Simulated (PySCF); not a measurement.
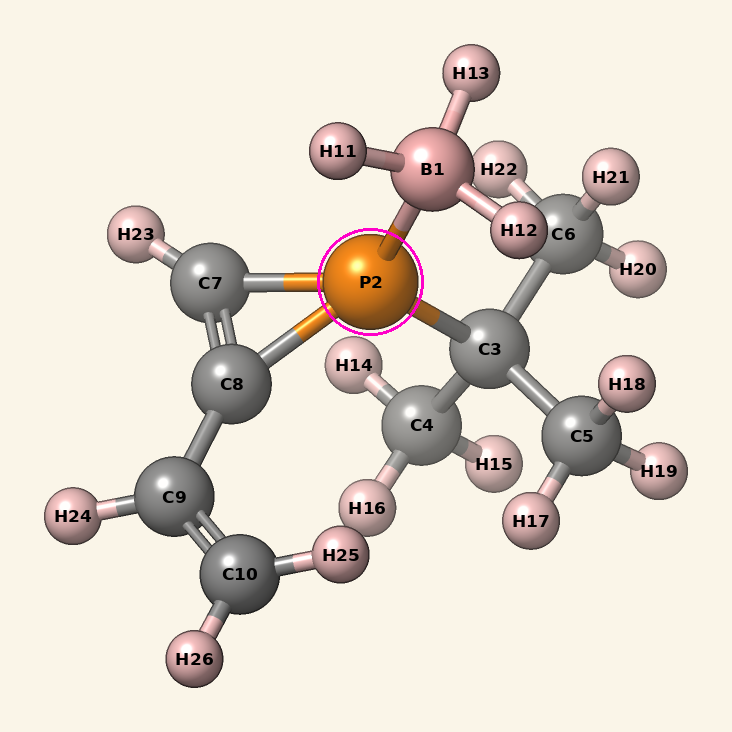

Depth is shown by fading: the farther an atom, the more it takes the colour of the background. Circles mark the stereogenic atoms. Computed geometry: PBE0-D3(BJ)/def2-SVP optimisation. No frequency run is at hand to confirm it as a minimum.

Question: What are the Cahn–Ingold–Prelog descriptors?

Answer: P2: R (priorities C8 > C3 > C7 > B1).

Question: Give a SMILES with the stereochemistry.

Answer: [BH3-][P@+]1(C(C)(C)C)C=C1C=C
